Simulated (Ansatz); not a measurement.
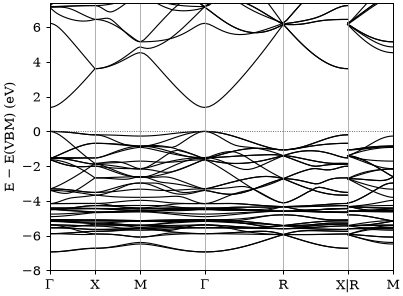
*Band structure from the program Ansatz at the r²SCAN level (PAW)*

### Question
Read off the gap and where the band edges lie.

### Answer
About 1.4 eV (1.38 eV by a search for the band edges); maximum at Γ, minimum at Γ.

The material is ZnO in space group Pm-3n (No. 223; Zn on 6c, O on 6d).

The start of the workflow was typed in or built on a structure type; neither database checked (COD, Materials Project) lists it. It is not the phase usual at ambient conditions (space group No. 186). Symmetry was held in the r²SCAN relaxation; whether a distortion lowers the energy is not shown.

Potentials: the later of the program's two PAW sets.
